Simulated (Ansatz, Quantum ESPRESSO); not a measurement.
# GdSi2 (P6/mmm): zone-centre phonons, part 2 of 3

Wanted: the vibrations of GdSi2 (P6/mmm) at Γ, by two programs.

Quantum ESPRESSO 7.5; DFT PBEsol, scalar-relativistic, plane waves, PseudoDojo norm-conserving, 4f in core pseudopotentials.

So far. Step 2 (A first look): No gap opens on this mesh, so smearing is kept; the start stands at -2.5 GPa. Step 4 (Ground state): The cell stands at 0.064 GPa, close enough for phonons. The relaxed cell has a = 4.075, c = 3.915 Å (conventional setting).

## Step 5: Zone-centre response

At q = 0 one unit cell holds all displacements; symmetry groups them into irreducible representations that are solved one by one. With smeared occupations no response to a homogeneous field can be asked.

Input file ph.in:

```
phonons
&inputph
   prefix = 'x'
   outdir = './tmp'
   fildyn = 'g.dyn'
   tr2_ph = 1.0d-18
   alpha_mix(1) = 0.4
   nmix_ph = 8
/
0.000000000 0.000000000 0.000000000
```

The run is started by

```bash
> OMP_NUM_THREADS=1 mpirun -n 4 ph.x -nk 4 -in ph.in > ph.out
```

Output:

```text
[banners, grids, parts of the stress and lines that vanish by symmetry left out]
[banner, memory and clock lines left out]
Program PHONON v.7.5

     ./tmp/x.save/

     IMPORTANT: XC functional enforced from input :
     Exchange-correlation= PBESOL
                           (   1   4  10   8   0   0   0)
     Any further DFT definition will be discarded
     Please, verify this is what you really want

     G-vector sticks info

     Reading collected, re-writing distributed wavefunctions in ./tmp/

     Number and degeneracy of irreps per q-point
       N         xq(1)         xq(2)         xq(3)   N irreps
       1   0.000000000   0.000000000   0.000000000       6
        1   2   1   1   2   2

     Calculation of q =    0.0000000   0.0000000   0.0000000

     phonons

     bravais-lattice index     =            4
     lattice parameter (alat)  =       7.7015  a.u.
     unit-cell volume          =     380.0098 (a.u.)^3
     number of atoms/cell      =            3
     number of atomic types    =            2
     kinetic-energy cut-off    =      44.0000  Ry
     charge density cut-off    =     176.0000  Ry
     convergence threshold     =      1.0E-18
     beta                      =       0.4000
     number of iterations used =            8
     Exchange-correlation= PBESOL
                           (   1   4  10   8   0   0   0)

     celldm(1)=    7.70148  celldm(2)=    0.00000  celldm(3)=    0.96060
     celldm(4)=    0.00000  celldm(5)=    0.00000  celldm(6)=    0.00000

     crystal axes: (cart. coord. in units of alat)
               a(1) = (  1.0000  0.0000  0.0000 )
               a(2) = ( -0.5000  0.8660  0.0000 )
               a(3) = (  0.0000  0.0000  0.9606 )

     reciprocal axes: (cart. coord. in units 2 pi/alat)
               b(1) = (  1.0000  0.5774 -0.0000 )
               b(2) = (  0.0000  1.1547  0.0000 )
               b(3) = (  0.0000 -0.0000  1.0410 )

     Atoms inside the unit cell:

     Cartesian axes

     site n.  atom      mass           positions (alat units)
        1  Gd    157.2500   tau(    1) = (    0.00000    0.00000    0.00000  )
        2  Si     28.0850   tau(    2) = (    0.50000    0.28868    0.48030  )
        3  Si     28.0850   tau(    3) = (   -0.00000    0.57735    0.48030  )

     Computing dynamical matrix for
                    q = (   0.0000000   0.0000000   0.0000000 )

     25 Sym.Ops. (with q -> -q+G )

     G cutoff =  264.4241  (  14983 G-vectors)     FFT grid: ( 36, 36, 32)

     number of k points=    70  Marzari-Vanderbilt smearing, width (Ry)=  0.0200
                       cart. coord. in units 2pi/alat
        k(    1) = (   0.0000000   0.0000000   0.0000000), wk =   0.0025000
        k(    2) = (   0.0000000   0.0000000   0.1301271), wk =   0.0050000
        k(    3) = (   0.0000000   0.0000000   0.2602543), wk =   0.0050000
        [... further k-points left out ...]

     PseudoPot. # 1 for Gd read from file:
     ./pseudo/Gd.upf
     Pseudo is Norm-conserving + core correction, Zval = 11.0
     Using radial grid of 1776 points,  7 beta functions with:
                l(1) =   0
                l(2) =   0
                l(3) =   1
                l(4) =   1
                l(5) =   2
                l(6) =   2
                l(7) =   3

     PseudoPot. # 2 for Si read from file:
     ./pseudo/Si.upf
     Pseudo is Norm-conserving + core correction, Zval =  4.0
     Using radial grid of 1510 points,  6 beta functions with:
                l(1) =   0
                l(2) =   0
                l(3) =   1
                l(4) =   1
                l(5) =   2
                l(6) =   2

     Mode symmetry, D_6h(6/mmm) point group:

     Atomic displacements:
     There are    6 irreducible representations

     Representation     1      1 modes -  To be done

     Representation     2      2 modes -  To be done

     Representation     3      1 modes -  To be done

     Representation     4      1 modes -  To be done

     Representation     5      2 modes -  To be done

     Representation     6      2 modes -  To be done

     Alpha used in Ewald sum =   1.7000

     Representation #   1 mode #   1

     Self-consistent Calculation
      thresh= 1.000E-02 alpha_mix =  0.400 |ddv_scf|^2 =  2.882E-08
      thresh= 1.698E-05 alpha_mix =  0.400 |ddv_scf|^2 =  6.660E-09
      thresh= 8.161E-06 alpha_mix =  0.400 |ddv_scf|^2 =  3.558E-10
      thresh= 1.886E-06 alpha_mix =  0.400 |ddv_scf|^2 =  5.914E-13
      thresh= 7.690E-08 alpha_mix =  0.400 |ddv_scf|^2 =  6.049E-14
      thresh= 2.459E-08 alpha_mix =  0.400 |ddv_scf|^2 =  4.323E-17
      thresh= 6.575E-10 alpha_mix =  0.400 |ddv_scf|^2 =  8.277E-18
      thresh= 2.877E-10 alpha_mix =  0.400 |ddv_scf|^2 =  7.179E-21

     End of self-consistent calculation

     Convergence has been achieved

     Representation #   2 modes #   2   3

     Self-consistent Calculation
      thresh= 1.000E-02 alpha_mix =  0.400 |ddv_scf|^2 =  3.008E-07
      thresh= 5.485E-05 alpha_mix =  0.400 |ddv_scf|^2 =  4.849E-09
      thresh= 6.963E-06 alpha_mix =  0.400 |ddv_scf|^2 =  4.097E-10
      thresh= 2.024E-06 alpha_mix =  0.400 |ddv_scf|^2 =  1.516E-12
      thresh= 1.231E-07 alpha_mix =  0.400 |ddv_scf|^2 =  1.269E-13
      thresh= 3.563E-08 alpha_mix =  0.400 |ddv_scf|^2 =  1.014E-15
[...]
End of self-consistent calculation

     Convergence has been achieved

     Representation #   3 mode #   4

     Self-consistent Calculation
[...]
End of self-consistent calculation

     Convergence has been achieved

     Representation #   4 mode #   5

     Self-consistent Calculation
[...]
End of self-consistent calculation

     Convergence has been achieved

     Representation #   5 modes #   6   7

     Self-consistent Calculation
[...]
End of self-consistent calculation

     Convergence has been achieved

     Representation #   6 modes #   8   9

     Self-consistent Calculation
[...]
thresh= 3.268E-05 alpha_mix =  0.400 |ddv_scf|^2 =  4.772E-09
      thresh= 6.908E-06 alpha_mix =  0.400 |ddv_scf|^2 =  9.653E-11
      thresh= 9.825E-07 alpha_mix =  0.400 |ddv_scf|^2 =  2.114E-12
      thresh= 1.454E-07 alpha_mix =  0.400 |ddv_scf|^2 =  4.559E-13
      thresh= 6.752E-08 alpha_mix =  0.400 |ddv_scf|^2 =  1.991E-15
      thresh= 4.462E-09 alpha_mix =  0.400 |ddv_scf|^2 =  1.916E-17
      thresh= 4.378E-10 alpha_mix =  0.400 |ddv_scf|^2 =  7.953E-19

     End of self-consistent calculation

     Convergence has been achieved

     Number of q in the star =    1
     List of q in the star:
          1   0.000000000   0.000000000   0.000000000

     Diagonalizing the dynamical matrix

     q = (    0.000000000   0.000000000   0.000000000 )

 **************************************************************************
     freq (    1) =      -0.124255 [THz] =      -4.144712 [cm-1]
     freq (    2) =      -0.123995 [THz] =      -4.136029 [cm-1]
     freq (    3) =      -0.123995 [THz] =      -4.136029 [cm-1]
     freq (    4) =       3.941692 [THz] =     131.480681 [cm-1]
     freq (    5) =       4.961672 [THz] =     165.503565 [cm-1]
     freq (    6) =       4.961672 [THz] =     165.503565 [cm-1]
     freq (    7) =       7.431906 [THz] =     247.901704 [cm-1]
     freq (    8) =      12.295683 [THz] =     410.139843 [cm-1]
     freq (    9) =      12.295683 [THz] =     410.139843 [cm-1]
 **************************************************************************

     Mode symmetry, D_6h(6/mmm) point group:

     freq (   1-   1) =         -4.1  [cm-1]   --> A_2u            I
     freq (   2-   3) =         -4.1  [cm-1]   --> E_1u            I
     freq (   4-   4) =        131.5  [cm-1]   --> B_1g
     freq (   5-   6) =        165.5  [cm-1]   --> E_1u            I
     freq (   7-   7) =        247.9  [cm-1]   --> A_2u            I
     freq (   8-   9) =        410.1  [cm-1]   --> E_2g            R
```

Elapsed: 3.2 min, on 4 MPI ranks of Arm Neoverse V1, shared host; 13 min of CPU time.

Numbers from this step:

```
largest acoustic frequency at the zone centre before the sum rule : -4.14 cm⁻¹
highest optical zone-centre mode (no LO-TO term)                  : 410.1 cm⁻¹
lowest optical zone-centre mode                                   : 131.5 cm⁻¹
```

The acoustic modes at Γ come out as far as 4.1 cm⁻¹ from zero, where they should vanish, a small numerical error.

## Step 6: Zone-centre analysis

A rigid shift of the crystal must cost nothing, but grids and finite bases break this; the acoustic sum rule is imposed before the matrix is diagonalised again.

Input file dynmat.in:

```
&input
   fildyn = 'g.dyn'
   asr = 'simple'
   fileig = 'dynmat.eig'
/
```

The run is started by

```bash
> dynmat.x -in dynmat.in > dynmat.out
```

Output:

```text
[banner, memory and clock lines left out]
Program DYNMAT v.7.5

     Reading Dynamical Matrix from file g.dyn
     ...Force constants read
     ...epsilon and Z* not read (not found on file)
     A direction for q was not specified:TO-LO splitting will be absent

     Polarizability (A^3 units)
     multiply by 1.000000 for Clausius-Mossotti correction
         0.000000    0.000000    0.000000
         0.000000    0.000000    0.000000
         0.000000    0.000000    0.000000

     IR activities are in (D/A)^2/amu units

# mode   [cm-1]    [THz]      IR
    1     -0.00   -0.0000    0.0000
    2     -0.00   -0.0000    0.0000
    3      0.00    0.0000    0.0000
    4    131.55    3.9439    0.0000
    5    165.56    4.9633    0.0000
    6    165.56    4.9633    0.0000
    7    247.94    7.4330    0.0000
    8    410.16   12.2964    0.0000
    9    410.16   12.2964    0.0000

[cm-1]
[end of the log left out, with the tail of the file of modes that dynmat.x writes under the same name]
```

Wall time 0.45 s (1 thread).

This step gave:

| Property | Result |
| --- | --- |
| highest optical zone-centre mode (no LO-TO term) | 410.2 cm⁻¹ |
| lowest optical zone-centre mode | 131.6 cm⁻¹ |

Unit eigenvectors of the mass-weighted matrix after the sum rule; no LO-TO term. Modes at Γ, with each element's share of the kinetic energy:

```tsv
mode	frequency (cm⁻¹)	symmetry	Gd %	Si %
1	0.0	acoustic	74	26
2	0.0	acoustic	74	26
3	0.0	acoustic	74	26
4	131.6	B1g	0	100
5	165.6	E1u	26	74
6	165.6	E1u	26	74
7	247.9	A2u	26	74
8	410.2	E2g	0	100
9	410.2	E2g	0	100
```

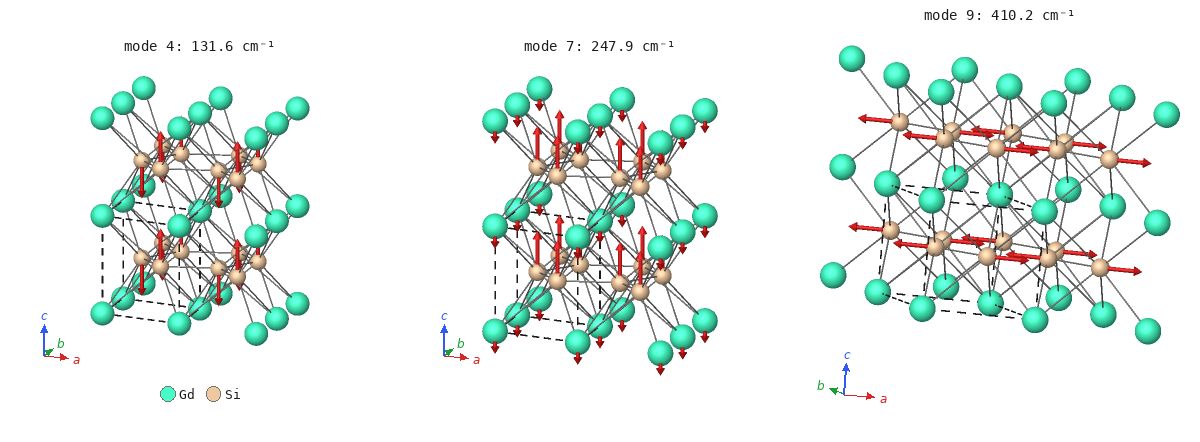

Displacement patterns of modes 4, 7 and 9 at Γ; arrows are exaggerated. 2×2×2 cells are drawn. Some periodic images of atoms are drawn too.

The rule moves no optical mode by more than 0.1 cm⁻¹.

## Step 7: Sum rules set otherwise: a sum rule for molecules or wires on a crystal

This rule also removes rotations, which suits wires and not a crystal; it is tried to see the harm.

Input file dynmat.in:

```
&input
   fildyn = 'g.dyn'
   asr = 'one-dim'
   fileig = 'dynmat.eig'
/
```

The run is started by

```bash
> dynmat.x -in dynmat.in > dynmat.out
```

Output:

```text
[banner, memory and clock lines left out]
Program DYNMAT v.7.5

     Reading Dynamical Matrix from file g.dyn
     ...Force constants read
     ...epsilon and Z* not read (not found on file)
asr rotation axis in 1D system=    3
     Acoustic Sum Rule: || Z*(ASR) - Z*(orig)|| =    0.000000E+00
     Acoustic Sum Rule: ||dyn(ASR) - dyn(orig)||=    2.920686E-01
     A direction for q was not specified:TO-LO splitting will be absent

     Polarizability (A^3 units)
     multiply by 1.000000 for Clausius-Mossotti correction
         0.000000    0.000000    0.000000
         0.000000    0.000000    0.000000
         0.000000    0.000000    0.000000

     IR activities are in (D/A)^2/amu units

# mode   [cm-1]    [THz]      IR
    1     -0.00   -0.0000    0.0000
    2      0.00    0.0000    0.0000
    3      0.00    0.0000    0.0000
    4      0.00    0.0000    0.0000
    5    131.48    3.9417    0.0000
    6    165.46    4.9605    0.0000
    7    247.88    7.4312    0.0000
    8    288.19    8.6397    0.0000
    9    410.14   12.2957    0.0000

[end of the log left out, with the tail of the file of modes that dynmat.x writes under the same name]
```

Elapsed: 0.45 s, on 1 thread.

The program raised no error, yet the settings are not those of a careful run.

The fault: a sum rule for molecules or wires on a crystal; 1 optical mode is projected out to zero frequency, as if it were a rotation.

For a crystal the rule has to be 'simple' or 'crystal'.

Zone-centre frequencies as printed; negative means imaginary. Modes:

```tsv
mode	frequency (cm⁻¹)
1	0
2	0
3	0
4	0
5	131.5
6	165.5
7	247.9
8	288.2
9	410.1
```

[end of part 2 of 3]

[Host names and launcher messages were left out of these logs when they were recorded.]

[Logs are printed without paths, hosts, clocks, repeated set-up lines and the standing remarks that a program may print on its own settings, such as how far it seeks lower states.]

[Hosts, paths, dates, database ids (printed as entryN), source tags and the programs' standing remarks are cut or masked in the printed files.]
